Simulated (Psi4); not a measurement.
# Run report: C2H3Sn, excited-state calculation (part 2 of 3)

Continued. System: C2H3Sn, multiplicity 2. Method: CIS/def2-TZVP, UHF, core potentials def2 (Psi4 1.11). The geometry comes from this level: PBE0-D4/def2-TZVP.

Geometry of the input (Å):
```
C  -0.3931  -1.8300  -0.1721
C  -0.0484  -0.6801  -0.0276
Sn 0.7211  1.2252  0.3000
H  -0.7160  -2.8371  -0.3079
H  0.8139  2.0198  -1.2161
H  -0.3356  2.0380  1.3777
```

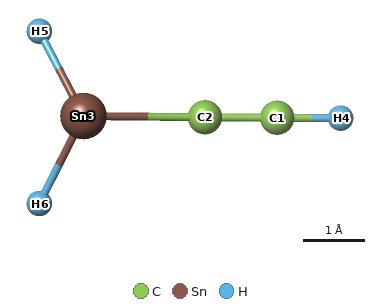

**Figure 1.** The structure (ball-and-stick view, seen on its broad side; atoms are numbered from 1 in the order of the input). Sticks mark near contacts.

### The program's output, continued
```
Excited State    2 (1 A):   0.17726 au   257.04 nm f = 0.0022
Alpha orbitals:
  Sums of squares: Xssq =  8.446265e-02
     17a (a) ->  24a (a)    0.135851 ( 1.846%)
     18a (a) ->  23a (a)   -0.114002 ( 1.300%)
Beta orbitals:
  Sums of squares: Xssq =  9.155374e-01
     16a (b) ->  19a (b)   -0.111943 ( 1.253%)
     16a (b) ->  24a (b)    0.135499 ( 1.836%)
     17a (b) ->  23a (b)   -0.127282 ( 1.620%)
     18a (b) ->  19a (b)    0.769226 (59.171%)
     18a (b) ->  20a (b)    0.101151 ( 1.023%)
     18a (b) ->  24a (b)    0.422395 (17.842%)
     18a (b) ->  26a (b)    0.116808 ( 1.364%)

Excited State    3 (1 A):   0.18784 au   242.57 nm f = 0.0010
Alpha orbitals:
  Sums of squares: Xssq =  3.274516e-01
     17a (a) ->  23a (a)    0.180379 ( 3.254%)
     18a (a) ->  21a (a)   -0.228105 ( 5.203%)
     18a (a) ->  24a (a)    0.324378 (10.522%)
     18a (a) ->  27a (a)    0.186973 ( 3.496%)
     18a (a) ->  36a (a)   -0.101853 ( 1.037%)
     19a (a) ->  20a (a)   -0.121422 ( 1.474%)
     19a (a) ->  23a (a)   -0.109846 ( 1.207%)
Beta orbitals:
  Sums of squares: Xssq =  6.725484e-01
     16a (b) ->  23a (b)   -0.147444 ( 2.174%)
     17a (b) ->  19a (b)   -0.447187 (19.998%)
     17a (b) ->  24a (b)   -0.307524 ( 9.457%)
     18a (b) ->  21a (b)    0.222552 ( 4.953%)
     18a (b) ->  23a (b)   -0.450201 (20.268%)
     18a (b) ->  27a (b)    0.158567 ( 2.514%)
     18a (b) ->  35a (b)   -0.121410 ( 1.474%)
     18a (b) ->  41a (b)   -0.112527 ( 1.266%)

******************************************************************************************
**********                               WARNING                                **********
**********       The names of excited state variables changed between 1.5       **********
**********     and 1.6. For a quick solution, remove the symmetry specifier     **********
**********   from the variable name. For full details, see 'Notes on Psivars'   **********
**********                        in the documentation.                         **********
******************************************************************************************

  Variable Map:
  ----------------------------------------------------------------------------
  "CURRENT ENERGY"                                                  =>    -290.759903569267
  "CURRENT REFERENCE ENERGY"                                        =>    -290.759903569267
  "DD SOLVATION ENERGY"                                             =>       0.000000000000
  "HF KINETIC ENERGY"                                               =>     160.023734184929
  "HF POTENTIAL ENERGY"                                             =>    -450.783637754196
  "HF TOTAL ENERGY"                                                 =>    -290.759903569267
  "HF VIRIAL RATIO"                                                 =>       2.816979868957
  "NUCLEAR REPULSION ENERGY"                                        =>      95.194076420151
  "ONE-ELECTRON ENERGY"                                             =>    -668.898516786353
  "PCM POLARIZATION ENERGY"                                         =>       0.000000000000
  "PE ENERGY"                                                       =>       0.000000000000
  "SCF ITERATION ENERGY"                                            =>    -290.759903569267
  "SCF ITERATIONS"                                                  =>      22.000000000000
  "SCF TOTAL ENERGY"                                                =>    -290.759903569267
  "TD-HF ROOT 0 (A) -> ROOT 1 (A) EXCITATION ENERGY"                =>       0.161162787139
  "TD-HF ROOT 0 (A) -> ROOT 1 (A) OSCILLATOR STRENGTH (LEN)"        =>       0.000884329316
  "TD-HF ROOT 0 (A) -> ROOT 1 (A) OSCILLATOR STRENGTH (VEL)"        =>       0.000877344354
  "TD-HF ROOT 0 (A) -> ROOT 1 (A) ROTATORY STRENGTH (LEN)"          =>      -0.000000874533
  "TD-HF ROOT 0 (A) -> ROOT 1 (A) ROTATORY STRENGTH (VEL)"          =>      -0.000000985734
  "TD-HF ROOT 0 (A) -> ROOT 2 (A) EXCITATION ENERGY"                =>       0.177264066108
  "TD-HF ROOT 0 (A) -> ROOT 2 (A) OSCILLATOR STRENGTH (LEN)"        =>       0.002222866636
  "TD-HF ROOT 0 (A) -> ROOT 2 (A) OSCILLATOR STRENGTH (VEL)"        =>       0.002273544421
  "TD-HF ROOT 0 (A) -> ROOT 2 (A) ROTATORY STRENGTH (LEN)"          =>       0.000005128584
  "TD-HF ROOT 0 (A) -> ROOT 2 (A) ROTATORY STRENGTH (VEL)"          =>       0.000004458837
  "TD-HF ROOT 0 (A) -> ROOT 3 (A) EXCITATION ENERGY"                =>       0.187835160707
  "TD-HF ROOT 0 (A) -> ROOT 3 (A) OSCILLATOR STRENGTH (LEN)"        =>       0.001037182581
  "TD-HF ROOT 0 (A) -> ROOT 3 (A) OSCILLATOR STRENGTH (VEL)"        =>       0.000203142208
  "TD-HF ROOT 0 (A) -> ROOT 3 (A) ROTATORY STRENGTH (LEN)"          =>      -0.000002719782
  "TD-HF ROOT 0 (A) -> ROOT 3 (A) ROTATORY STRENGTH (VEL)"          =>      -0.000001402829
  "TD-HF ROOT 0 (IN A) -> ROOT 1 (IN A) EXCITATION ENERGY"          =>       0.161162787139
  "TD-HF ROOT 0 (IN A) -> ROOT 1 (IN A) OSCILLATOR STRENGTH (LEN)"  =>       0.000884329316
  "TD-HF ROOT 0 (IN A) -> ROOT 1 (IN A) OSCILLATOR STRENGTH (VEL)"  =>       0.000877344354
  "TD-HF ROOT 0 (IN A) -> ROOT 1 (IN A) ROTATORY STRENGTH (LEN)"    =>      -0.000000874533
  "TD-HF ROOT 0 (IN A) -> ROOT 1 (IN A) ROTATORY STRENGTH (VEL)"    =>      -0.000000985734
  "TD-HF ROOT 0 (IN A) -> ROOT 2 (IN A) EXCITATION ENERGY"          =>       0.177264066108
  "TD-HF ROOT 0 (IN A) -> ROOT 2 (IN A) OSCILLATOR STRENGTH (LEN)"  =>       0.002222866636
  "TD-HF ROOT 0 (IN A) -> ROOT 2 (IN A) OSCILLATOR STRENGTH (VEL)"  =>       0.002273544421
  "TD-HF ROOT 0 (IN A) -> ROOT 2 (IN A) ROTATORY STRENGTH (LEN)"    =>       0.000005128584
  "TD-HF ROOT 0 (IN A) -> ROOT 2 (IN A) ROTATORY STRENGTH (VEL)"    =>       0.000004458837
  "TD-HF ROOT 0 (IN A) -> ROOT 3 (IN A) EXCITATION ENERGY"          =>       0.187835160707
  "TD-HF ROOT 0 (IN A) -> ROOT 3 (IN A) OSCILLATOR STRENGTH (LEN)"  =>       0.001037182581
  "TD-HF ROOT 0 (IN A) -> ROOT 3 (IN A) OSCILLATOR STRENGTH (VEL)"  =>       0.000203142208
  "TD-HF ROOT 0 (IN A) -> ROOT 3 (IN A) ROTATORY STRENGTH (LEN)"    =>      -0.000002719782
  "TD-HF ROOT 0 (IN A) -> ROOT 3 (IN A) ROTATORY STRENGTH (VEL)"    =>      -0.000001402829
  "TD-HF ROOT 0 -> ROOT 1 EXCITATION ENERGY"                        =>       0.161162787139
  "TD-HF ROOT 0 -> ROOT 1 EXCITATION ENERGY - A TRANSITION"         =>       0.161162787139
  "TD-HF ROOT 0 -> ROOT 1 OSCILLATOR STRENGTH (LEN)"                =>       0.000884329316
  "TD-HF ROOT 0 -> ROOT 1 OSCILLATOR STRENGTH (LEN) - A TRANSITION" =>       0.000884329316
  "TD-HF ROOT 0 -> ROOT 1 OSCILLATOR STRENGTH (VEL)"                =>       0.000877344354
  "TD-HF ROOT 0 -> ROOT 1 OSCILLATOR STRENGTH (VEL) - A TRANSITION" =>       0.000877344354
  "TD-HF ROOT 0 -> ROOT 1 ROTATORY STRENGTH (LEN)"                  =>      -0.000000874533
  "TD-HF ROOT 0 -> ROOT 1 ROTATORY STRENGTH (LEN) - A TRANSITION"   =>      -0.000000874533
  "TD-HF ROOT 0 -> ROOT 1 ROTATORY STRENGTH (VEL)"                  =>      -0.000000985734
  "TD-HF ROOT 0 -> ROOT 1 ROTATORY STRENGTH (VEL) - A TRANSITION"   =>      -0.000000985734
  "TD-HF ROOT 0 -> ROOT 2 EXCITATION ENERGY"                        =>       0.177264066108
  "TD-HF ROOT 0 -> ROOT 2 EXCITATION ENERGY - A TRANSITION"         =>       0.177264066108
  "TD-HF ROOT 0 -> ROOT 2 OSCILLATOR STRENGTH (LEN)"                =>       0.002222866636
  "TD-HF ROOT 0 -> ROOT 2 OSCILLATOR STRENGTH (LEN) - A TRANSITION" =>       0.002222866636
  "TD-HF ROOT 0 -> ROOT 2 OSCILLATOR STRENGTH (VEL)"                =>       0.002273544421
  "TD-HF ROOT 0 -> ROOT 2 OSCILLATOR STRENGTH (VEL) - A TRANSITION" =>       0.002273544421
  "TD-HF ROOT 0 -> ROOT 2 ROTATORY STRENGTH (LEN)"                  =>       0.000005128584
  "TD-HF ROOT 0 -> ROOT 2 ROTATORY STRENGTH (LEN) - A TRANSITION"   =>       0.000005128584
  "TD-HF ROOT 0 -> ROOT 2 ROTATORY STRENGTH (VEL)"                  =>       0.000004458837
  "TD-HF ROOT 0 -> ROOT 2 ROTATORY STRENGTH (VEL) - A TRANSITION"   =>       0.000004458837
  "TD-HF ROOT 0 -> ROOT 3 EXCITATION ENERGY"                        =>       0.187835160707
  "TD-HF ROOT 0 -> ROOT 3 EXCITATION ENERGY - A TRANSITION"         =>       0.187835160707
  "TD-HF ROOT 0 -> ROOT 3 OSCILLATOR STRENGTH (LEN)"                =>       0.001037182581
  "TD-HF ROOT 0 -> ROOT 3 OSCILLATOR STRENGTH (LEN) - A TRANSITION" =>       0.001037182581
  "TD-HF ROOT 0 -> ROOT 3 OSCILLATOR STRENGTH (VEL)"                =>       0.000203142208
  "TD-HF ROOT 0 -> ROOT 3 OSCILLATOR STRENGTH (VEL) - A TRANSITION" =>       0.000203142208
  "TD-HF ROOT 0 -> ROOT 3 ROTATORY STRENGTH (LEN)"                  =>      -0.000002719782
  "TD-HF ROOT 0 -> ROOT 3 ROTATORY STRENGTH (LEN) - A TRANSITION"   =>      -0.000002719782
  "TD-HF ROOT 0 -> ROOT 3 ROTATORY STRENGTH (VEL)"                  =>      -0.000001402829
  "TD-HF ROOT 0 -> ROOT 3 ROTATORY STRENGTH (VEL) - A TRANSITION"   =>      -0.000001402829
  "TD-HF ROOT 1 (A) TOTAL ENERGY"                                   =>    -290.598740782128
  "TD-HF ROOT 1 (IN A) TOTAL ENERGY"                                =>    -290.598740782128
  "TD-HF ROOT 1 TOTAL ENERGY"                                       =>    -290.598740782128
  "TD-HF ROOT 1 TOTAL ENERGY - A TRANSITION"                        =>    -290.598740782128
  "TD-HF ROOT 2 (A) TOTAL ENERGY"                                   =>    -290.582639503159
  "TD-HF ROOT 2 (IN A) TOTAL ENERGY"                                =>    -290.582639503159
  "TD-HF ROOT 2 TOTAL ENERGY"                                       =>    -290.582639503159
  "TD-HF ROOT 2 TOTAL ENERGY - A TRANSITION"                        =>    -290.582639503159
  "TD-HF ROOT 3 (A) TOTAL ENERGY"                                   =>    -290.572068408561
  "TD-HF ROOT 3 (IN A) TOTAL ENERGY"                                =>    -290.572068408561
  "TD-HF ROOT 3 TOTAL ENERGY"                                       =>    -290.572068408561
  "TD-HF ROOT 3 TOTAL ENERGY - A TRANSITION"                        =>    -290.572068408561
  "TWO-ELECTRON ENERGY"                                             =>     282.944536796934

  Array Variable Map:
  ----------------------------------------------------------------------------
  "CURRENT DIPOLE"                                                  =>       0.175714081151 ... 0.077902003812 1 by 3
  "SCF DIPOLE"                                                      =>       0.175714081151 ... 0.077902003812 1 by 3
  "SCF TOTAL ENERGIES"                                              =>    -288.530195512480 ... -290.759903569267 1 by 23
  "TD-HF ROOT 0 (A) -> ROOT 1 (A) ELECTRIC TRANSITION DIPOLE MOMENT (LEN)" =>      -0.041362683487 ... -0.017775339813 1 by 3
  "TD-HF ROOT 0 (A) -> ROOT 1 (A) ELECTRIC TRANSITION DIPOLE MOMENT (VEL)" =>       0.009253845697 ... 0.004029111801 1 by 3
  "TD-HF ROOT 0 (A) -> ROOT 1 (A) LEFT EIGENVECTOR ALPHA"           =>      -0.000072194717 ... 0.000000054043 19 by 111
  "TD-HF ROOT 0 (A) -> ROOT 1 (A) LEFT EIGENVECTOR BETA"            =>       0.000047254016 ... -0.000000000073 18 by 112
  "TD-HF ROOT 0 (A) -> ROOT 1 (A) MAGNETIC TRANSITION DIPOLE MOMENT (VEL)" =>      -0.007565574229 ... 0.017075267321 1 by 3
  "TD-HF ROOT 0 (A) -> ROOT 1 (A) RIGHT EIGENVECTOR ALPHA"          =>      -0.000072194717 ... 0.000000054043 19 by 111
  "TD-HF ROOT 0 (A) -> ROOT 1 (A) RIGHT EIGENVECTOR BETA"           =>       0.000047254016 ... -0.000000000073 18 by 112
  "TD-HF ROOT 0 (A) -> ROOT 2 (A) ELECTRIC TRANSITION DIPOLE MOMENT (LEN)" =>      -0.055585577257 ... 0.125376467043 1 by 3
  "TD-HF ROOT 0 (A) -> ROOT 2 (A) ELECTRIC TRANSITION DIPOLE MOMENT (VEL)" =>       0.009963649136 ... -0.022477260647 1 by 3
  "TD-HF ROOT 0 (A) -> ROOT 2 (A) LEFT EIGENVECTOR ALPHA"           =>      -0.000000001888 ... -0.000000000015 19 by 111
  "TD-HF ROOT 0 (A) -> ROOT 2 (A) LEFT EIGENVECTOR BETA"            =>       0.000000007659 ... 0.000000060876 18 by 112
  "TD-HF ROOT 0 (A) -> ROOT 2 (A) MAGNETIC TRANSITION DIPOLE MOMENT (VEL)" =>      -0.025695703876 ... -0.009631043265 1 by 3
  "TD-HF ROOT 0 (A) -> ROOT 2 (A) RIGHT EIGENVECTOR ALPHA"          =>      -0.000000001888 ... -0.000000000015 19 by 111
  "TD-HF ROOT 0 (A) -> ROOT 2 (A) RIGHT EIGENVECTOR BETA"           =>       0.000000007659 ... 0.000000060876 18 by 112
  "TD-HF ROOT 0 (A) -> ROOT 3 (A) ELECTRIC TRANSITION DIPOLE MOMENT (LEN)" =>       0.063388863497 ... 0.027701368951 1 by 3
  "TD-HF ROOT 0 (A) -> ROOT 3 (A) ELECTRIC TRANSITION DIPOLE MOMENT (VEL)" =>      -0.004179420876 ... -0.001812195337 1 by 3
  "TD-HF ROOT 0 (A) -> ROOT 3 (A) LEFT EIGENVECTOR ALPHA"           =>      -0.000007376138 ... -0.000000093121 19 by 111
  "TD-HF ROOT 0 (A) -> ROOT 3 (A) LEFT EIGENVECTOR BETA"            =>       0.000017783935 ... 0.000000000034 18 by 112
  "TD-HF ROOT 0 (A) -> ROOT 3 (A) MAGNETIC TRANSITION DIPOLE MOMENT (VEL)" =>       0.020709014661 ... -0.046738963269 1 by 3
  "TD-HF ROOT 0 (A) -> ROOT 3 (A) RIGHT EIGENVECTOR ALPHA"          =>      -0.000007376138 ... -0.000000093121 19 by 111
  "TD-HF ROOT 0 (A) -> ROOT 3 (A) RIGHT EIGENVECTOR BETA"           =>       0.000017783935 ... 0.000000000034 18 by 112
  "TD-HF ROOT 0 (IN A) -> ROOT 1 (IN A) ELECTRIC TRANSITION DIPOLE MOMENT (LEN)" =>      -0.041362683487 ... -0.017775339813 1 by 3
  "TD-HF ROOT 0 (IN A) -> ROOT 1 (IN A) ELECTRIC TRANSITION DIPOLE MOMENT (VEL)" =>       0.009253845697 ... 0.004029111801 1 by 3
  "TD-HF ROOT 0 (IN A) -> ROOT 1 (IN A) LEFT EIGENVECTOR ALPHA"     =>      -0.000072194717 ... 0.000000054043 19 by 111
  "TD-HF ROOT 0 (IN A) -> ROOT 1 (IN A) LEFT EIGENVECTOR BETA"      =>       0.000047254016 ... -0.000000000073 18 by 112
  "TD-HF ROOT 0 (IN A) -> ROOT 1 (IN A) MAGNETIC TRANSITION DIPOLE MOMENT (VEL)" =>      -0.007565574229 ... 0.017075267321 1 by 3
  "TD-HF ROOT 0 (IN A) -> ROOT 1 (IN A) RIGHT EIGENVECTOR ALPHA"    =>      -0.000072194717 ... 0.000000054043 19 by 111
  "TD-HF ROOT 0 (IN A) -> ROOT 1 (IN A) RIGHT EIGENVECTOR BETA"     =>       0.000047254016 ... -0.000000000073 18 by 112
  "TD-HF ROOT 0 (IN A) -> ROOT 2 (IN A) ELECTRIC TRANSITION DIPOLE MOMENT (LEN)" =>      -0.055585577257 ... 0.125376467043 1 by 3
  "TD-HF ROOT 0 (IN A) -> ROOT 2 (IN A) ELECTRIC TRANSITION DIPOLE MOMENT (VEL)" =>       0.009963649136 ... -0.022477260647 1 by 3
  "TD-HF ROOT 0 (IN A) -> ROOT 2 (IN A) LEFT EIGENVECTOR ALPHA"     =>      -0.000000001888 ... -0.000000000015 19 by 111
  "TD-HF ROOT 0 (IN A) -> ROOT 2 (IN A) LEFT EIGENVECTOR BETA"      =>       0.000000007659 ... 0.000000060876 18 by 112
  "TD-HF ROOT 0 (IN A) -> ROOT 2 (IN A) MAGNETIC TRANSITION DIPOLE MOMENT (VEL)" =>      -0.025695703876 ... -0.009631043265 1 by 3
  "TD-HF ROOT 0 (IN A) -> ROOT 2 (IN A) RIGHT EIGENVECTOR ALPHA"    =>      -0.000000001888 ... -0.000000000015 19 by 111
  "TD-HF ROOT 0 (IN A) -> ROOT 2 (IN A) RIGHT EIGENVECTOR BETA"     =>       0.000000007659 ... 0.000000060876 18 by 112
  "TD-HF ROOT 0 (IN A) -> ROOT 3 (IN A) ELECTRIC TRANSITION DIPOLE MOMENT (LEN)" =>       0.063388863497 ... 0.027701368951 1 by 3
  "TD-HF ROOT 0 (IN A) -> ROOT 3 (IN A) ELECTRIC TRANSITION DIPOLE MOMENT (VEL)" =>      -0.004179420876 ... -0.001812195337 1 by 3
  "TD-HF ROOT 0 (IN A) -> ROOT 3 (IN A) LEFT EIGENVECTOR ALPHA"     =>      -0.000007376138 ... -0.000000093121 19 by 111
  "TD-HF ROOT 0 (IN A) -> ROOT 3 (IN A) LEFT EIGENVECTOR BETA"      =>       0.000017783935 ... 0.000000000034 18 by 112
  "TD-HF ROOT 0 (IN A) -> ROOT 3 (IN A) MAGNETIC TRANSITION DIPOLE MOMENT (VEL)" =>       0.020709014661 ... -0.046738963269 1 by 3
  "TD-HF ROOT 0 (IN A) -> ROOT 3 (IN A) RIGHT EIGENVECTOR ALPHA"    =>      -0.000007376138 ... -0.000000093121 19 by 111
  "TD-HF ROOT 0 (IN A) -> ROOT 3 (IN A) RIGHT EIGENVECTOR BETA"     =>       0.000017783935 ... 0.000000000034 18 by 112
  "TD-HF ROOT 0 -> ROOT 1 ELECTRIC TRANSITION DIPOLE MOMENT (LEN)"  =>      -0.041362683487 ... -0.017775339813 1 by 3
  "TD-HF ROOT 0 -> ROOT 1 ELECTRIC TRANSITION DIPOLE MOMENT (LEN) - A TRANSITION" =>      -0.041362683487 ... -0.017775339813 1 by 3
  "TD-HF ROOT 0 -> ROOT 1 ELECTRIC TRANSITION DIPOLE MOMENT (VEL)"  =>       0.009253845697 ... 0.004029111801 1 by 3
  "TD-HF ROOT 0 -> ROOT 1 ELECTRIC TRANSITION DIPOLE MOMENT (VEL) - A TRANSITION" =>       0.009253845697 ... 0.004029111801 1 by 3
  "TD-HF ROOT 0 -> ROOT 1 LEFT EIGENVECTOR ALPHA"                   =>      -0.000072194717 ... 0.000000054043 19 by 111
  "TD-HF ROOT 0 -> ROOT 1 LEFT EIGENVECTOR ALPHA - A TRANSITION"    =>      -0.000072194717 ... 0.000000054043 19 by 111
  "TD-HF ROOT 0 -> ROOT 1 LEFT EIGENVECTOR BETA"                    =>       0.000047254016 ... -0.000000000073 18 by 112
  "TD-HF ROOT 0 -> ROOT 1 LEFT EIGENVECTOR BETA - A TRANSITION"     =>       0.000047254016 ... -0.000000000073 18 by 112
  "TD-HF ROOT 0 -> ROOT 1 MAGNETIC TRANSITION DIPOLE MOMENT (VEL)"  =>      -0.007565574229 ... 0.017075267321 1 by 3
  "TD-HF ROOT 0 -> ROOT 1 MAGNETIC TRANSITION DIPOLE MOMENT (VEL) - A TRANSITION" =>      -0.007565574229 ... 0.017075267321 1 by 3
  "TD-HF ROOT 0 -> ROOT 1 RIGHT EIGENVECTOR ALPHA"                  =>      -0.000072194717 ... 0.000000054043 19 by 111
  "TD-HF ROOT 0 -> ROOT 1 RIGHT EIGENVECTOR ALPHA - A TRANSITION"   =>      -0.000072194717 ... 0.000000054043 19 by 111
  "TD-HF ROOT 0 -> ROOT 1 RIGHT EIGENVECTOR BETA"                   =>       0.000047254016 ... -0.000000000073 18 by 112
  "TD-HF ROOT 0 -> ROOT 1 RIGHT EIGENVECTOR BETA - A TRANSITION"    =>       0.000047254016 ... -0.000000000073 18 by 112
  "TD-HF ROOT 0 -> ROOT 2 ELECTRIC TRANSITION DIPOLE MOMENT (LEN)"  =>      -0.055585577257 ... 0.125376467043 1 by 3
  "TD-HF ROOT 0 -> ROOT 2 ELECTRIC TRANSITION DIPOLE MOMENT (LEN) - A TRANSITION" =>      -0.055585577257 ... 0.125376467043 1 by 3
  "TD-HF ROOT 0 -> ROOT 2 ELECTRIC TRANSITION DIPOLE MOMENT (VEL)"  =>       0.009963649136 ... -0.022477260647 1 by 3
  "TD-HF ROOT 0 -> ROOT 2 ELECTRIC TRANSITION DIPOLE MOMENT (VEL) - A TRANSITION" =>       0.009963649136 ... -0.022477260647 1 by 3
  "TD-HF ROOT 0 -> ROOT 2 LEFT EIGENVECTOR ALPHA"                   =>      -0.000000001888 ... -0.000000000015 19 by 111
  "TD-HF ROOT 0 -> ROOT 2 LEFT EIGENVECTOR ALPHA - A TRANSITION"    =>      -0.000000001888 ... -0.000000000015 19 by 111
  "TD-HF ROOT 0 -> ROOT 2 LEFT EIGENVECTOR BETA"                    =>       0.000000007659 ... 0.000000060876 18 by 112
  "TD-HF ROOT 0 -> ROOT 2 LEFT EIGENVECTOR BETA - A TRANSITION"     =>       0.000000007659 ... 0.000000060876 18 by 112
  "TD-HF ROOT 0 -> ROOT 2 MAGNETIC TRANSITION DIPOLE MOMENT (VEL)"  =>      -0.025695703876 ... -0.009631043265 1 by 3
  "TD-HF ROOT 0 -> ROOT 2 MAGNETIC TRANSITION DIPOLE MOMENT (VEL) - A TRANSITION" =>      -0.025695703876 ... -0.009631043265 1 by 3
  "TD-HF ROOT 0 -> ROOT 2 RIGHT EIGENVECTOR ALPHA"                  =>      -0.000000001888 ... -0.000000000015 19 by 111
  "TD-HF ROOT 0 -> ROOT 2 RIGHT EIGENVECTOR ALPHA - A TRANSITION"   =>      -0.000000001888 ... -0.000000000015 19 by 111
  "TD-HF ROOT 0 -> ROOT 2 RIGHT EIGENVECTOR BETA"                   =>       0.000000007659 ... 0.000000060876 18 by 112
  "TD-HF ROOT 0 -> ROOT 2 RIGHT EIGENVECTOR BETA - A TRANSITION"    =>       0.000000007659 ... 0.000000060876 18 by 112
  "TD-HF ROOT 0 -> ROOT 3 ELECTRIC TRANSITION DIPOLE MOMENT (LEN)"  =>       0.063388863497 ... 0.027701368951 1 by 3
  "TD-HF ROOT 0 -> ROOT 3 ELECTRIC TRANSITION DIPOLE MOMENT (LEN) - A TRANSITION" =>       0.063388863497 ... 0.027701368951 1 by 3
  "TD-HF ROOT 0 -> ROOT 3 ELECTRIC TRANSITION DIPOLE MOMENT (VEL)"  =>      -0.004179420876 ... -0.001812195337 1 by 3
  "TD-HF ROOT 0 -> ROOT 3 ELECTRIC TRANSITION DIPOLE MOMENT (VEL) - A TRANSITION" =>      -0.004179420876 ... -0.001812195337 1 by 3
  "TD-HF ROOT 0 -> ROOT 3 LEFT EIGENVECTOR ALPHA"                   =>      -0.000007376138 ... -0.000000093121 19 by 111
  "TD-HF ROOT 0 -> ROOT 3 LEFT EIGENVECTOR ALPHA - A TRANSITION"    =>      -0.000007376138 ... -0.000000093121 19 by 111
  "TD-HF ROOT 0 -> ROOT 3 LEFT EIGENVECTOR BETA"                    =>       0.000017783935 ... 0.000000000034 18 by 112
  "TD-HF ROOT 0 -> ROOT 3 LEFT EIGENVECTOR BETA - A TRANSITION"     =>       0.000017783935 ... 0.000000000034 18 by 112
  "TD-HF ROOT 0 -> ROOT 3 MAGNETIC TRANSITION DIPOLE MOMENT (VEL)"  =>       0.020709014661 ... -0.046738963269 1 by 3
  "TD-HF ROOT 0 -> ROOT 3 MAGNETIC TRANSITION DIPOLE MOMENT (VEL) - A TRANSITION" =>       0.020709014661 ... -0.046738963269 1 by 3
  "TD-HF ROOT 0 -> ROOT 3 RIGHT EIGENVECTOR ALPHA"                  =>      -0.000007376138 ... -0.000000093121 19 by 111
  "TD-HF ROOT 0 -> ROOT 3 RIGHT EIGENVECTOR ALPHA - A TRANSITION"   =>      -0.000007376138 ... -0.000000093121 19 by 111
  "TD-HF ROOT 0 -> ROOT 3 RIGHT EIGENVECTOR BETA"                   =>       0.000017783935 ... 0.000000000034 18 by 112
  "TD-HF ROOT 0 -> ROOT 3 RIGHT EIGENVECTOR BETA - A TRANSITION"    =>       0.000017783935 ... 0.000000000034 18 by 112

    Psi4 run time: 0:00:06.78
```
